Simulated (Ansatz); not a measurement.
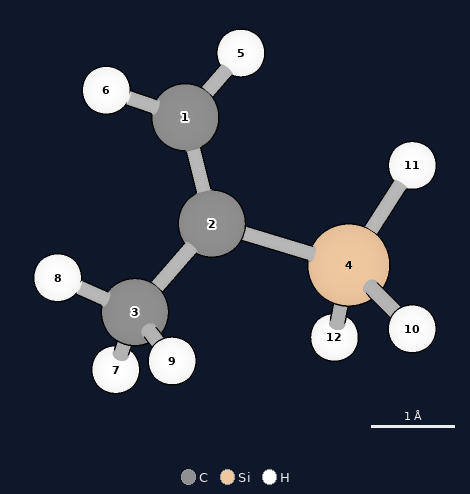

Figure 1. The structure as given in the input (ball-and-stick view, seen at a tilt; atoms are numbered from 1 in the order of the input). Bond lengths as drawn: C–C 1.33 to 1.50 Å, C–H 1.09 Å, C–Si 1.87 Å and H–Si 1.49 Å.

# Single-point calculation of C₃H₈Si

- system: C₃H₈Si, SMILES C=C(C)[SiH3]
- method: RKS B3LYP-D4/def2-TZVPP (Ansatz 0.2.0)

The geometry comes from this level: PBE0-D4/def2-TZVP. Figures and captions count atoms from 1; the log counts them from 0 in places.

Log:
```
Functional definition: B3LYP
  name "B3LYP"
  cite "Stephens, Devlin, Chabalowski & Frisch, J. Phys. Chem. 98, 11623 (1994) doi:10.1021/j100096a001"
  cite "Becke, Phys. Rev. A 38, 3098 (1988) doi:10.1103/PhysRevA.38.3098"
  cite "Lee, Yang & Parr, Phys. Rev. B 37, 785 (1988) doi:10.1103/PhysRevB.37.785"
  cite "Vosko, Wilk & Nusair, Can. J. Phys. 58, 1200 (1980) doi:10.1139/p80-159"
  parameter a0 = 0.2
  parameter ax = 0.72
  parameter ac = 0.81
  exchange = (1 - a0 - ax)*slater_x + ax*b88_x + a0*exact_x
  correlation = (1 - ac)*vwn_rpa_c + ac*lyp_c
1303 factors; their error is unknown
mean field evaluation 1: about -11111.4052 eV, gradient 6.2e1 eV
mean field evaluation 2: about -11103.2259 eV, gradient 8.1e1 eV
mean field evaluation 4: about -11120.7106 eV, gradient 7.1e0 eV
mean field evaluation 8: about -11120.8247 eV, gradient 5.1e-1 eV
mean field evaluation 16: about -11120.8250 eV, gradient 2.3e-5 eV
mean field -11120.82502685 eV, -408.6827817709 hartree, gradient 2.3e-5 eV, S^2 0.000000; 0 other end points of the search recorded, 0 dependent functions left out
the calculation of the forces begins
reference -11120.82531967 eV, -408.6827925316 hartree; 20, 20 occupied and 227, 227 virtual orbitals, 1303 factors
Total energy: -11121.20200383 eV, -408.6966354192 hartree
Atom 0 at     0.362915     1.534458     0.272382 Å, force     0.033681     0.149994     0.027559 eV/Å
Atom 1 at    -0.017206     0.265250     0.134797 Å, force     0.104053     0.026493    -0.090057 eV/Å
Atom 2 at    -1.112219    -0.330413     0.967713 Å, force    -0.152069    -0.078578     0.116426 eV/Å
Atom 3 at     0.829192    -0.818793    -1.130295 Å, force     0.071867    -0.101292    -0.111834 eV/Å
Atom 4 at     1.155367     1.967802    -0.329093 Å, force    -0.062350    -0.014464     0.057055 eV/Å
Atom 5 at    -0.108693     2.194013     0.998680 Å, force     0.043602    -0.031189    -0.056803 eV/Å
Atom 6 at    -1.923645    -0.710253     0.338698 Å, force     0.023860     0.013466     0.038190 eV/Å
Atom 7 at    -1.532425     0.401564     1.661878 Å, force     0.008663    -0.046534    -0.024788 eV/Å
Atom 8 at    -0.745628    -1.182390     1.549297 Å, force    -0.028222     0.035588    -0.017863 eV/Å
Atom 9 at     1.439909    -2.007209    -0.471933 Å, force    -0.036348     0.073038    -0.042305 eV/Å
Atom 10 at     1.885962    -0.044960    -1.832048 Å, force    -0.067526    -0.055427     0.042716 eV/Å
Atom 11 at    -0.156530    -1.324269    -2.126075 Å, force     0.060790     0.028905     0.061702 eV/Å
Dipole moment:    -0.096626     0.055076     0.117270 e Å
```

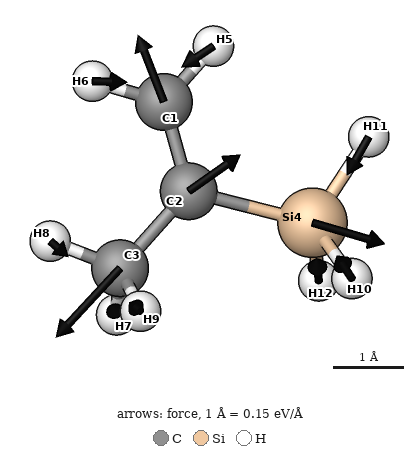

Figure 2. Forces on the atoms as black arrows (ball-and-stick view, seen at a tilt; atoms are numbered from 1 in the order of the input). The largest act on C3 (0.21 eV/Å); Si4 (0.17 eV/Å); C1 (0.16 eV/Å); C2 (0.14 eV/Å), among others. The geometry is not a stationary point of this energy.

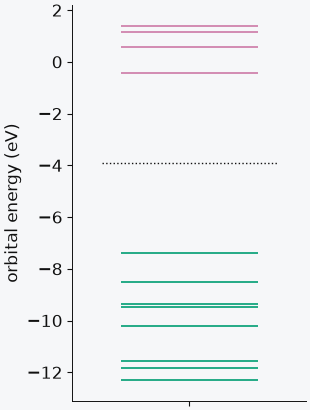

Figure 3. Orbital energies near the frontier; the dotted line parts filled from empty levels, and levels within 0.02 eV of each other stand side by side. Highest filled −7.38 eV, lowest empty −0.44 eV, 6.94 eV apart.

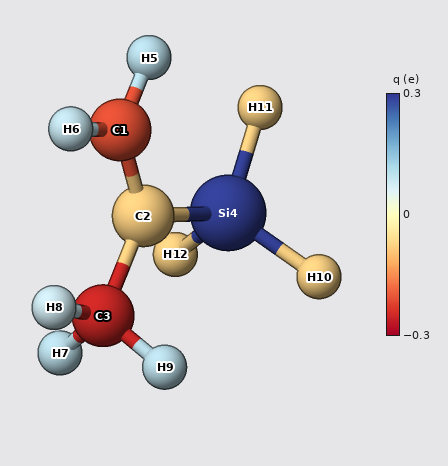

Figure 4. Mulliken charges, as the colour of each atom (ball-and-stick view, seen at a tilt; atoms are numbered from 1 in the order of the input). By element: C −0.25 to −0.08, Si +0.29 and H −0.07 to +0.10 e.

This output came from the following input.

Input:
```yaml
crystal:
  periodic: [false, false, false]
  atoms:
    - {symbol: C, position_ang: [0.362915, 1.534458, 0.272382]}
    - {symbol: C, position_ang: [-0.017206, 0.265250, 0.134797]}
    - {symbol: C, position_ang: [-1.112219, -0.330413, 0.967713]}
    - {symbol: Si, position_ang: [0.829192, -0.818793, -1.130295]}
    - {symbol: H, position_ang: [1.155367, 1.967802, -0.329093]}
    - {symbol: H, position_ang: [-0.108693, 2.194013, 0.998680]}
    - {symbol: H, position_ang: [-1.923645, -0.710253, 0.338698]}
    - {symbol: H, position_ang: [-1.532425, 0.401564, 1.661878]}
    - {symbol: H, position_ang: [-0.745628, -1.182390, 1.549297]}
    - {symbol: H, position_ang: [1.439909, -2.007209, -0.471933]}
    - {symbol: H, position_ang: [1.885962, -0.044960, -1.832048]}
    - {symbol: H, position_ang: [-0.156530, -1.324269, -2.126075]}
basis:
  gaussian: {orbitals: def2-TZVPP}
hamiltonian: {xc: {name: B3LYP}, dispersion: d4}
output: {forces: true, orbitals: {seedname: orbitals}}
```

Command:
```bash
ansatz run in.yaml --threads 2 --pin off --events-out ev --progress --plain --max-ram 4352MiB
```

Key numbers:

| quantity | value |
| --- | --- |
| outcome | converged |
| total energy | −11121.2020 eV |
| mean-field energy | −11120.8253 eV |
| dispersion energy | −0.3767 eV |
| SCF solution under orbital rotations | stable |
| HOMO | −7.38 eV |
| LUMO | −0.44 eV |
| largest force (length of the vector) | 0.207 eV/Å |
| dipole moment | 0.78 D |
| hardware | 2 threads of Intel Xeon @ 2.90GHz, 54 GiB of memory available, shared host |
| wall time | 6 s (CPU time 11 s) |
| peak memory | 0.64 GiB |
